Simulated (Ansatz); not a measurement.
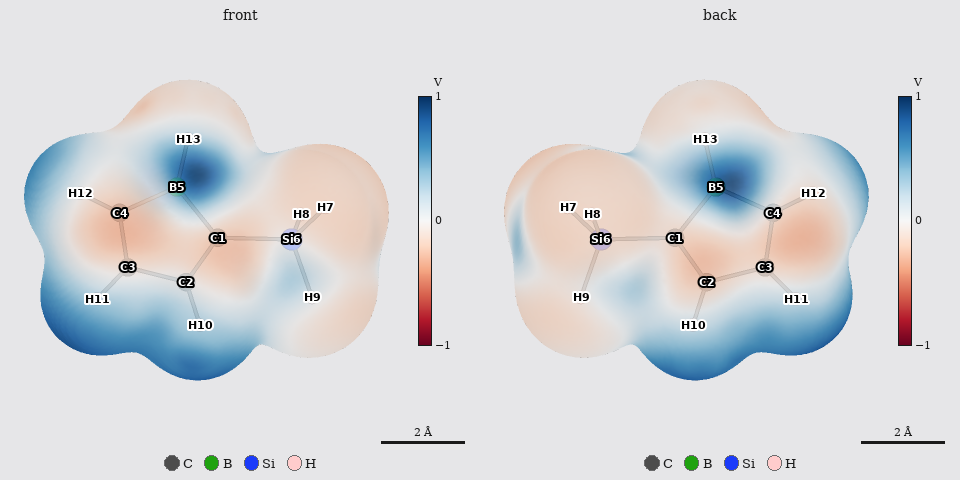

The picture shows: C4H7BSi (SMILES [SiH3]C1=CC=CB1). The electrostatic potential painted on the density surface at 0.001 e/bohr³, seen from the front and from behind; red is negative and blue positive.

Geometry: PBE0-D3(BJ)/def2-SVP.

Computed with Ansatz 0.2.0, isolated molecule in a Gaussian basis; Kohn-Sham density functional theory, functional PBE0.

```xyz
13

C    -0.6634    0.6313   -1.0065
C     0.3281    1.5508   -0.9902
C     1.0506    1.6145    0.3298
C     0.5472    0.7341    1.2138
B    -0.6261   -0.0053    0.4544
Si   -1.7709    0.2642   -2.4504
H    -3.2073    0.4914   -2.0953
H    -1.6403   -1.1651   -2.8759
H    -1.4184    1.1435   -3.6090
H     0.6127    2.2033   -1.8248
H     1.8797    2.3097    0.5008
H     0.9225    0.6131    2.2313
H    -1.3490   -0.8713    0.8855
```

### Describe the electrostatic potential map.

The most negative region (about −0.3 V) lies over the π face of C1, C2, C3 and C4, the most positive (about +0.9 V) over B5 and H11.
